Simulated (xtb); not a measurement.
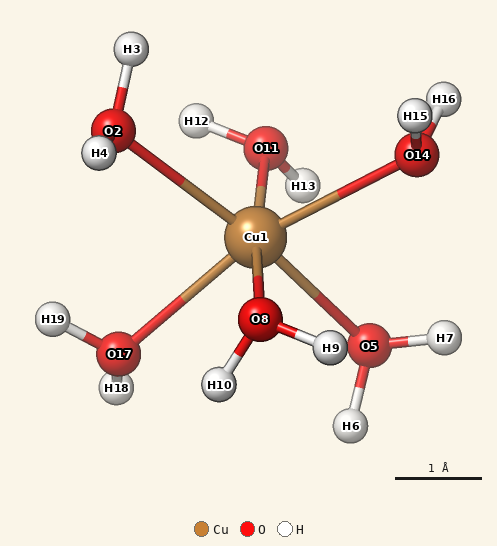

*The structure as given in the input (ball-and-stick view, seen at a tilt; atoms are numbered from 1 in the order of the input). Sticks mark near contacts.*

Bond lengths as drawn: Cu–O 1.88 to 2.28 Å and H–O 0.88 to 1.06 Å.

**Geometry relaxation, with input and output: CuH₁₂O₆ (charge +2) (part 1 of 5)**

System: CuH₁₂O₆, charge +2, multiplicity 2.
Method: GFN1-xTB (xtb 6.7.1).

The input (start.xyz)
```
19

Cu    -0.09855000     0.00943000     0.02975000
O     -0.03553000    -0.22878000     2.30082000
H     -0.59708000     0.44949000     2.74066000
H      0.86880000    -0.18663000     2.63426000
O     -0.26936000    -0.06093000    -2.09300000
H      0.29709000    -0.73620000    -2.50570000
H     -0.10351000     0.73469000    -2.51308000
O      2.01605000     0.16399000     0.18594000
H      2.50206000     0.71571000    -0.41860000
H      2.22587000    -0.71214000    -0.06996000
O     -1.97133000     0.14719000    -0.05119000
H     -2.47310000    -0.41398000     0.53469000
H     -2.25129000     0.01312000    -0.87182000
O      0.06429000     2.24957000    -0.28325000
H      0.61222000     2.81772000     0.41901000
H     -0.85775000     2.61458000    -0.37081000
O      0.18461000    -2.14984000     0.01604000
H     -0.36113000    -2.70402000    -0.59285000
H      0.16976000    -2.41329000     0.89446000
```

File input.inp
```
$opt
   engine=rf
$end
```

Run on 1 thread of Intel Xeon @ 2.50GHz (Skylake/Cascade Lake), 189 GiB of memory available, shared host.

Launched with:
```bash
xtb start.xyz --chrg 2 -u 1 -o normal --gfn 1 -I input.inp --parallel 1 | tee start.out
```

Log
```
* xtb version 6.7.1
   ID    Z sym.   atoms
    1   29 Cu     1
    2    8 O      2, 5, 8, 11, 14, 17
    3    1 H      3, 4, 6, 7, 9, 10, 12, 13, 15, 16, 18, 19

           -------------------------------------------------
          |                Calculation Setup                |
           -------------------------------------------------

          program call               : xtb start.xyz --chrg 2 -u 1 -o normal --gfn 1 -I input.inp --parallel 1
          coordinate file            : start.xyz
          omp threads                :                     1

molecular fragmentation (1/2 indicates fragments):
1112111111222222222
# atoms in fragment 1/2:     9    10
 fragment masses (1/2) :      116.58       55.05
CMA distance (Bohr)    :   1.524
constraining FC (au)   :  0.0500

           -------------------------------------------------
          |                 G F N 1 - x T B                 |
           -------------------------------------------------

      * Hamiltonian:
        H0-scaling (s, p, d)           1.850000    2.250000    2.000000
        zeta-weighting                 0.000000
      * Dispersion:
        s8                             2.400000
        a1                             0.630000
        a2                             5.000000
        s9                             0.000000
      * Repulsion:
        kExp                           1.500000
        rExp                           1.000000
      * Coulomb:
        alpha                          2.000000
        third order                    atomic
        anisotropic                    false
      * Halogen bond correction:
        rad-scale                      1.300000
        damping                        0.440000

          ...................................................
          :                      SETUP                      :
          :.................................................:
          :  # basis functions                  58          :
          :  # atomic orbitals                  57          :
          :  # shells                           39          :
          :  # electrons                        57          :
          :  # halogen bonds                     0          :
          :  max. iterations                   250          :
          :  Hamiltonian                  GFN1-xTB          :
          :  restarted?                      false          :
          :  GBSA solvation                  false          :
          :  PC potential                    false          :
          :  electronic temp.          300.0000000     K    :
          :  accuracy                    1.0000000          :
          :  -> integral cutoff          0.2500000E+02      :
          :  -> integral neglect         0.1000000E-07      :
          :  -> SCF convergence          0.1000000E-05 Eh   :
          :  -> wf. convergence          0.2000000E-04 e    :
          :  Broyden damping             0.4000000          :
          :  net charge                          2          :
          :  unpaired electrons                  1          :
          ...................................................

 iter      E             dE          RMSdq      gap      omega  full diag
   1    -38.4198268 -0.384198E+02  0.619E+00    4.56       0.0  T
   2    -38.4351586 -0.153318E-01  0.360E+00    4.92       1.0  T
   3    -38.4360912 -0.932565E-03  0.356E-01    5.23       1.0  T
   4    -38.4368674 -0.776163E-03  0.302E-02    5.13       1.0  T
   5    -38.4368757 -0.834002E-05  0.766E-03    5.13       3.0  T
   6    -38.4368762 -0.484883E-06  0.111E-03    5.13      20.7  T
   7    -38.4368762 -0.527594E-08  0.241E-04    5.13      95.2  T
   8    -38.4368762 -0.520238E-09  0.500E-05    5.13     458.9  T
   9    -38.4368762 -0.255085E-10  0.157E-05    5.13    1465.6  T

   *** convergence criteria satisfied after 9 iterations ***

         #    Occupation            Energy/Eh            Energy/eV
      -------------------------------------------------------------
         1        2.0000           -1.1270006             -30.6672
       ...           ...                  ...                  ...
        23        2.0000           -0.8367078             -22.7680
        24        2.0000           -0.8276508             -22.5215
        25        2.0000           -0.7171396             -19.5144
        26        2.0000           -0.7161967             -19.4887
        27        2.0000           -0.7147495             -19.4493
        28        1.9993           -0.7038864             -19.1537
        29        1.0007           -0.6902061             -18.7815 (HOMO)
        30                         -0.5017586             -13.6535 (LUMO)
        31                         -0.4666813             -12.6990
        32                         -0.4619472             -12.5702
        33                         -0.4541874             -12.3591
        34                         -0.4362951             -11.8722
       ...                                ...                  ...
        57                          0.5295333              14.4093
      -------------------------------------------------------------
                  HL-Gap            0.1884476 Eh            5.1279 eV
             Fermi-level           -0.6465143 Eh          -17.5925 eV

 SCC (total)                   0 d,  0 h,  0 min,  0.054 sec
 SCC setup                      ...        0 min,  0.000 sec (  0.512%)
 Dispersion                     ...        0 min,  0.000 sec (  0.267%)
 classical contributions        ...        0 min,  0.000 sec (  0.154%)
 integral evaluation            ...        0 min,  0.012 sec ( 22.822%)
 iterations                     ...        0 min,  0.011 sec ( 21.023%)
 molecular gradient             ...        0 min,  0.029 sec ( 53.999%)
 printout                       ...        0 min,  0.001 sec (  1.166%)

         :::::::::::::::::::::::::::::::::::::::::::::::::::::
         ::                     SUMMARY                     ::
         :::::::::::::::::::::::::::::::::::::::::::::::::::::
         :: total energy             -38.200403490204 Eh    ::
         :: gradient norm              0.214950128906 Eh/a0 ::
         :: HOMO-LUMO gap              5.127919489992 eV    ::
         ::.................................................::
         :: SCC energy               -38.436876201383 Eh    ::
         :: -> electrostatic           0.507835101173 Eh    ::
         :: repulsion energy           0.243430735387 Eh    ::
         :: dispersion energy         -0.006958024209 Eh    ::
         :: halogen bond corr.         0.000000000000 Eh    ::
         :: add. restraining           0.000000000000 Eh    ::
         :: total charge               2.000000000000 e     ::
         :::::::::::::::::::::::::::::::::::::::::::::::::::::

      -----------------------------------------------------------
     |                   =====================                   |
     |                        A N C O P T                        |
     |                   =====================                   |
     |               Approximate Normal Coordinate               |
     |                Rational Function Optimizer                |
      -----------------------------------------------------------
      -----------------------------------------------------------
     |                   =====================                   |
     |                        A N C O P T                        |
     |                   =====================                   |
     |               Approximate Normal Coordinate               |
     |                Rational Function Optimizer                |
      -----------------------------------------------------------

          ...................................................
          :                      SETUP                      :
          :.................................................:
          :   optimization level            normal          :
          :   max. optcycles                   200          :
          :   ANC micro-cycles                  20          :
          :   degrees of freedom                51          :
          :.................................................:
          :   RF solver                   davidson          :
          :   write xtbopt.log                true          :
          :   linear?                        false          :
          :   energy convergence         0.5000000E-05 Eh   :
          :   grad. convergence          0.1000000E-02 Eh/α :
          :   maxmium RF displ.          1.0000000          :
          :   Hlow (freq-cutoff)         0.1000000E-01      :
          :   Hmax (freq-cutoff)         5.0000000          :
          :   S6 in model hess.         20.0000000          :
          ...................................................

generating ANC from exact Hessian ...
Using Lindh-Hessian (1995)
 Shifting diagonal of input Hessian by    9.7048064843137105E-003
 Lowest  eigenvalues of input Hessian
    0.000000    0.000000    0.000000    0.000000    0.000000    0.000000
    0.010000    0.010205    0.010427    0.010853    0.010996    0.011155
    0.011301    0.011412    0.011674    0.011889    0.012160    0.012535
 Highest eigenvalues
    1.425070    1.489686    1.511554    1.559310    1.591974    1.742021

........................................................................
.............................. CYCLE    1 ..............................
........................................................................

 iter      E             dE          RMSdq      gap      omega  full diag
   1    -38.4368762 -0.384369E+02  0.147E-06    5.13       0.0  T
   2    -38.4368762 -0.135003E-12  0.628E-07    5.13   36560.1  T
   3    -38.4368762  0.120792E-12  0.157E-07    5.13  100000.0  T
     SCC iter.                  ...        0 min,  0.004 sec
     gradient                   ...        0 min,  0.026 sec
 * total energy  :   -38.2004035 Eh     change       -0.1435296E-11 Eh
   gradient norm :     0.2149500 Eh/α   predicted     0.0000000E+00 (-100.00%)
   displ. norm   :     0.4083378 α      lambda       -0.4697300E-01
   maximum displ.:     0.2269120 α      in ANC's #17, #20, #32, ...

........................................................................
.............................. CYCLE    2 ..............................
........................................................................

 iter      E             dE          RMSdq      gap      omega  full diag
   1    -38.4402721 -0.384403E+02  0.875E-02    5.06       0.0  T
   2    -38.4402861 -0.140006E-04  0.477E-02    5.08       1.0  T
   3    -38.4402879 -0.180297E-05  0.891E-03    5.09       2.6  T
   4    -38.4402881 -0.193593E-06  0.106E-03    5.09      21.6  T
   5    -38.4402881 -0.625572E-08  0.144E-04    5.08     159.9  T
   6    -38.4402881 -0.108741E-09  0.363E-05    5.08     631.9  T
     SCC iter.                  ...        0 min,  0.007 sec
     gradient                   ...        0 min,  0.026 sec
 * total energy  :   -38.2320022 Eh     change       -0.3159874E-01 Eh
   gradient norm :     0.0583645 Eh/α   predicted    -0.2742787E-01 ( -13.20%)
   displ. norm   :     0.4968945 α      lambda       -0.1602822E-01
   maximum displ.:     0.3261107 α      in ANC's #17, #22, #20, ...

........................................................................
.............................. CYCLE    3 ..............................
........................................................................

 iter      E             dE          RMSdq      gap      omega  full diag
   1    -38.4419438 -0.384419E+02  0.666E-02    5.03       0.0  T
   2    -38.4419629 -0.191154E-04  0.334E-02    5.05       1.0  T
   3    -38.4419655 -0.257019E-05  0.873E-03    5.07       2.6  T
   4    -38.4419656 -0.992203E-07  0.116E-03    5.06      19.8  T
   5    -38.4419656 -0.664909E-08  0.144E-04    5.06     159.7  T
   6    -38.4419656 -0.122554E-09  0.355E-05    5.06     646.3  T
     SCC iter.                  ...        0 min,  0.007 sec
     gradient                   ...        0 min,  0.026 sec
 * total energy  :   -38.2423498 Eh     change       -0.1034752E-01 Eh
   gradient norm :     0.0449309 Eh/α   predicted    -0.9992837E-02 (  -3.43%)
   displ. norm   :     0.4656360 α      lambda       -0.6880547E-02
   maximum displ.:     0.2893185 α      in ANC's #17, #16, #20, ...

........................................................................
.............................. CYCLE    4 ..............................
........................................................................

 iter      E             dE          RMSdq      gap      omega  full diag
   1    -38.4419372 -0.384419E+02  0.446E-02    5.06       0.0  T
   2    -38.4419479 -0.107413E-04  0.222E-02    5.08       1.0  T
   3    -38.4419495 -0.157412E-05  0.637E-03    5.09       3.6  T
   4    -38.4419495 -0.368891E-07  0.759E-04    5.09      30.2  T
   5    -38.4419495 -0.263176E-08  0.852E-05    5.09     269.2  T
   6    -38.4419495 -0.450413E-10  0.227E-05    5.09    1009.1  T
     SCC iter.                  ...        0 min,  0.007 sec
     gradient                   ...        0 min,  0.027 sec
 * total energy  :   -38.2467878 Eh     change       -0.4438076E-02 Eh
   gradient norm :     0.0446425 Eh/α   predicted    -0.4186568E-02 (  -5.67%)
   displ. norm   :     0.4156810 α      lambda       -0.5305691E-02
   maximum displ.:     0.2120552 α      in ANC's #17, #22, #1, ...

........................................................................
.............................. CYCLE    5 ..............................
........................................................................

 iter      E             dE          RMSdq      gap      omega  full diag
   1    -38.4599674 -0.384600E+02  0.630E-02    5.18       0.0  T
   2    -38.4599764 -0.899095E-05  0.341E-02    5.19       1.0  T
   3    -38.4599774 -0.991710E-06  0.752E-03    5.20       3.1  T
   4    -38.4599775 -0.111555E-06  0.677E-04    5.19      33.9  T
   5    -38.4599775 -0.265936E-08  0.926E-05    5.19     247.7  T
   6    -38.4599775 -0.587903E-10  0.275E-05    5.19     834.0  T
     SCC iter.                  ...        0 min,  0.007 sec
     gradient                   ...        0 min,  0.026 sec
 * total energy  :   -38.2489916 Eh     change       -0.2203821E-02 Eh
   gradient norm :     0.0355805 Eh/α   predicted    -0.3111282E-02 (  41.18%)
   displ. norm   :     0.2384445 α      lambda       -0.2242444E-02
   maximum displ.:     0.1052113 α      in ANC's #17, #20, #16, ...

........................................................................
.............................. CYCLE    6 ..............................
........................................................................
```
